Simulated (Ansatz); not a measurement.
Reaction (SMILES): FCF → F[CH-]F + H+
B3LYP-D3(BJ)/def2-TZVP geometries, fixed; electronic energies without zero-point terms.

Basis-set convergence of the deprotonation energy at PBE with Ansatz (a first-principles code). Cartesian d functions, on some or all atoms, in 6-31+G*; all else is spherical. The program fits the integrals of some runs and decomposes those of others, by size. No added dispersion term, no relativity. Functions are those of the species that has most. Reference: the value in aug-pcseg-3, 402.15 kcal/mol, itself unsure by roughly 0.48 kcal/mol (its mean distance from aug-cc-pVQZ, def2-QZVPPD). Deviations are taken from unrounded values.

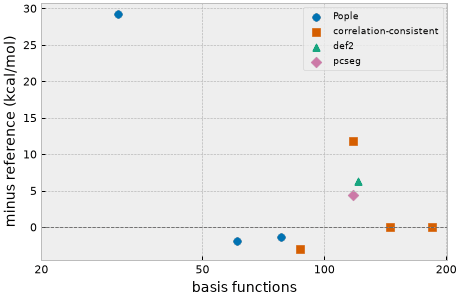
Figure. Deviation from the reference against the number of basis functions, by family of sets.

```json
[
 {"basis": "3-21G", "functions": "31", "deprotonation energy (kcal/mol)": "431.31", "minus reference (kcal/mol)": "29.16"},
 {"basis": "6-31+G*", "functions": "61", "deprotonation energy (kcal/mol)": "400.23", "minus reference (kcal/mol)": "-1.92"},
 {"basis": "6-311+G**", "functions": "78", "deprotonation energy (kcal/mol)": "400.84", "minus reference (kcal/mol)": "-1.31"},
 {"basis": "aug-cc-pVDZ", "functions": "87", "deprotonation energy (kcal/mol)": "399.18", "minus reference (kcal/mol)": "-2.97"},
 {"basis": "cc-pVTZ", "functions": "118", "deprotonation energy (kcal/mol)": "413.91", "minus reference (kcal/mol)": "11.76"},
 {"basis": "pcseg-2", "functions": "118", "deprotonation energy (kcal/mol)": "406.48", "minus reference (kcal/mol)": "4.33"},
 {"basis": "def2-TZVPP", "functions": "121", "deprotonation energy (kcal/mol)": "408.49", "minus reference (kcal/mol)": "6.34"},
 {"basis": "jun-cc-pV(T+d)Z", "functions": "145", "deprotonation energy (kcal/mol)": "402.13", "minus reference (kcal/mol)": "-0.02"},
 {"basis": "aug-cc-pVTZ", "functions": "184", "deprotonation energy (kcal/mol)": "402.09", "minus reference (kcal/mol)": "-0.05"}
]
```
